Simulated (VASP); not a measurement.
Shape and ions are relaxed at each volume.

Energy against volume of GaN (wurtzite). All values below come from MS2 meta-GGA, VASP's PBE PAW potentials (set 64) (plane waves; VASP).

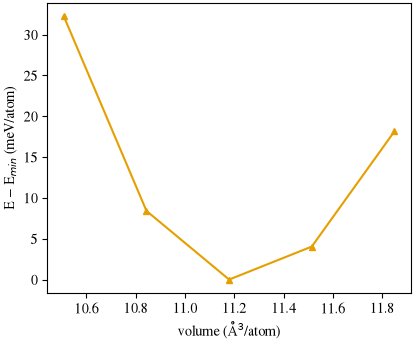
Fig. 1. Energy against volume

Problem. Estimate the equilibrium volume and the bulk modulus.

Solution. The minimum lies near 11.2 Å³/atom, and the curvature gives B0 of about 190 GPa.

The compound is GaN in the wurtzite structure. It was relaxed first.
